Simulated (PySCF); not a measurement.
# C6H7B2F: electronic excitations

Aim: predict the electronic excitations of C6H7B2F (`C=CB1C=CBC(F)=C1`).

The runs use PySCF 2.14.0, with density-fitted response routines of our own; the level of theory stands in each step. All values are computed, except where a source is named. Atoms count from 0, in the outputs and in this text.

## 1. The starting structure

16 atoms, charge 0, multiplicity 1; geometry from: GFN2-xTB.

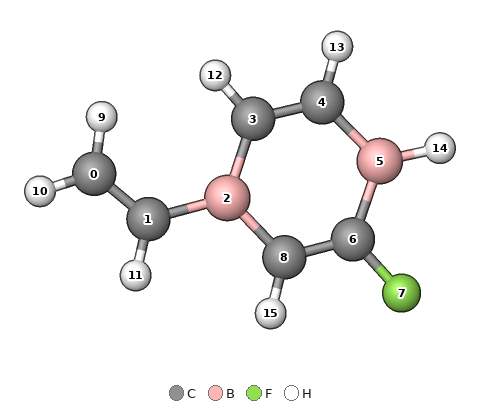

The starting geometry (carbon grey, boron pink, fluorine green, hydrogen white), atoms numbered.

## 2. TDDFT and polarisability: CAM-B3LYP/def2-SVPD

The job: settings as JSON, then the geometry in Å.

```
{"job": {"kind": "uv", "xc": "CAM-B3LYP", "basis": "def2-SVPD", "nstates": 8, "ntriplets": 3}, "charge": 0, "multiplicity": 1}
C      2.954929    -0.025045     0.280610
C      1.860933    -0.788876     0.325609
B      0.408255    -0.300640     0.097234
C      0.046677     1.186611    -0.226461
C     -1.227855     1.574106    -0.425169
B     -2.404128     0.568740    -0.339630
C     -2.021503    -0.904627    -0.014483
F     -3.022899    -1.828594     0.072832
C     -0.760938    -1.319010     0.188396
H      2.902204     1.031018     0.071344
H      3.947384    -0.415376     0.449508
H      2.014996    -1.841771     0.543521
H      0.828153     1.937251    -0.296981
H     -1.423139     2.619460    -0.647747
H     -3.518190     0.882563    -0.502639
H     -0.592477    -2.366864     0.412644
```

Level: TDDFT CAM-B3LYP/def2-SVPD, vertical, gas phase, core orbitals frozen in the response.

Started as:

```sh
$ OMP_NUM_THREADS=1 python probes_run.py task.json out
```

One launch serves the whole session: the jobs run in the order shown.

Standard output:

```text
coarse grid: 14120 points
cycle   1  E = -381.7419797997  dE =  1.343e+00  |g| = 5.222e-01  |ddm| = 1.237e+01
cycle   2  E = -381.7459904758  dE = -4.011e-03  |g| = 5.724e-01  |ddm| = 2.532e+00
cycle   3  E = -381.8067589837  dE = -6.077e-02  |g| = 7.174e-02  |ddm| = 9.063e-01
cycle   4  E = -381.8078147220  dE = -1.056e-03  |g| = 3.335e-02  |ddm| = 2.611e-01
cycle   5  E = -381.8081013675  dE = -2.866e-04  |g| = 8.464e-03  |ddm| = 1.418e-01
cycle   6  E = -381.8081186734  dE = -1.731e-05  |g| = 3.037e-03  |ddm| = 2.285e-02
cycle   7  E = -381.8081218834  dE = -3.210e-06  |g| = 8.149e-04  |ddm| = 1.029e-02
final grid: 138872 points
cycle   8  E = -381.8802276440  dE = -4.627e-05  |g| = 5.610e-03  |ddm| = 2.726e-01
cycle   9  E = -381.8802268916  dE =  7.524e-07  |g| = 6.515e-03  |ddm| = 3.730e-02
cycle  10  E = -381.8802348918  dE = -8.000e-06  |g| = 8.618e-04  |ddm| = 9.541e-03
cycle  11  E = -381.8802350425  dE = -1.507e-07  |g| = 1.683e-04  |ddm| = 2.163e-03
cycle  12  E = -381.8802350575  dE = -1.505e-08  |g| = 9.469e-05  |ddm| = 1.332e-03
cycle  13  E = -381.8802350608  dE = -3.271e-09  |g| = 3.063e-05  |ddm| = 2.959e-04
cycle  14  E = -381.8802350618  dE = -1.021e-09  |g| = 1.169e-05  |ddm| = 2.009e-04
cycle  15  E = -381.8802350620  dE = -1.891e-10  |g| = 6.589e-06  |ddm| = 8.773e-05
converged SCF energy = -381.8802350620

Static polarisability (au): isotropic 99.994, principal 58.149 92.607 149.227

Singlet excitations
state   eV       nm        f      main configurations
  1   2.9642    418.3   0.00286   H->L 0.98
  2   3.7362    331.8   0.00001   H-2->L 0.97
  3   4.5694    271.3   0.00078   H-3->L 0.68, H-4->L 0.19
  4   4.5909    270.1   0.43155   H-1->L 0.95
  5   4.9113    252.4   0.00050   H-5->L 0.81
  6   5.2561    235.9   0.00004   H-6->L 0.86
  7   5.5752    222.4   0.00516   H-4->L 0.73, H-3->L 0.20
  8   6.3520    195.2   0.16093   H->L+1 0.95

Triplet excitations (Tamm-Dancoff, eV): 2.0335 3.0279 3.3505
```

Wall time 1.8 min (1 thread of AMD EPYC, shared host); peak memory 1.1 GiB.

Frontier orbitals and where they lie:

| orbital | eV | atoms |
| --- | --- | --- |
| HOMO−3 | -10.84 | B2 16 %, C1 15 %, C8 13 % |
| HOMO−2 | -10.03 | C3 18 %, C4 15 %, B2 14 % |
| HOMO−1 | -9.59 | C1 30 %, C0 29 %, C4 10 % |
| HOMO | -8.81 | C8 26 %, C6 20 %, C4 15 % |
| LUMO | -2.55 | B5 20 %, B2 16 %, C3 12 % |
| LUMO+1 | 0.18 | C0 23 %, C1 21 %, B5 12 % |
| LUMO+2 | 1.04 | B2 38 %, B5 20 %, C0 10 % |

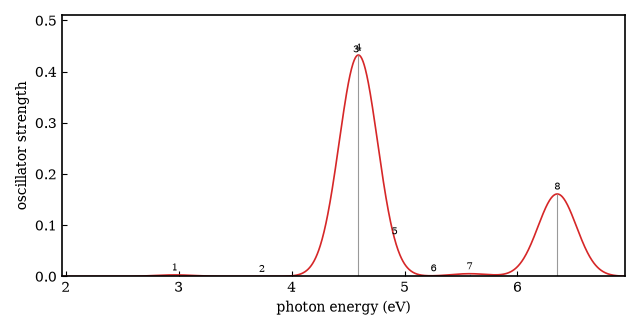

Absorption spectrum from the 8 singlet states computed; above the last one it falls off for lack of states. Lines are broadened to a width of 0.40 eV (Gaussian).

Ground-state properties from the same run:

| property | computed |
| --- | --- |
| dipole moment (D) | 2.90 |
| polarisability (Å³) | 14.82 |
| HOMO–LUMO gap (eV) | 6.26 |
| −ε(HOMO) (eV) | 8.81 |

## 3. Outcome

```
                                quantity                        value
    lowest singlet (CAM-B3LYP/def2-SVPD)  2.96 eV (418 nm), f = 0.003
brightest single state of those computed  state 4, 4.59 eV, f = 0.432
                          lowest triplet                      2.03 eV
```

In words: The lowest singlet, at 2.96 eV, is HOMO→LUMO 0.98 and is weak; of the 8 states computed, the strongest absorption comes from state 4 at 4.59 eV. The lowest triplet lies 0.93 eV below the lowest singlet (triplets in Tamm-Dancoff, singlets in full TDDFT).
